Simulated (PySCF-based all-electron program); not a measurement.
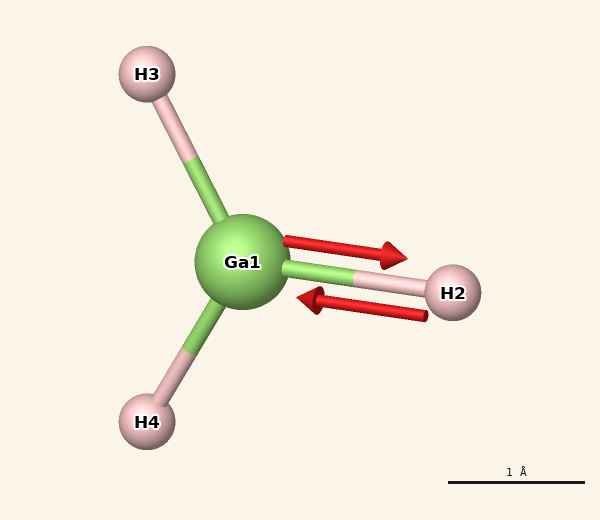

Arrows show the forces on the atoms, 0.7 Å of arrow for 1 eV/Å; forces under a tenth of the largest aren't drawn. Level of theory: PBE, all-electron, scalar-relativistic (Koelling-Harmon), large uncontracted Gaussian sets (PySCF-based all-electron program).

> Which bond do the forces act along most?

Ga1–H2, now 1.716 Å: the forces pull its atoms together, so a first step downhill shortens it.

List the force components in the frame of the picture (x right, y up, z towards the viewer), in eV/Å.

```csv
atom,Fx,Fy,Fz
Ga1,1.29,−0.19,0.58
H2,−1.37,0.20,−0.61
H3,0.04,0.05,0.03
H4,0.04,−0.06,0.00
```
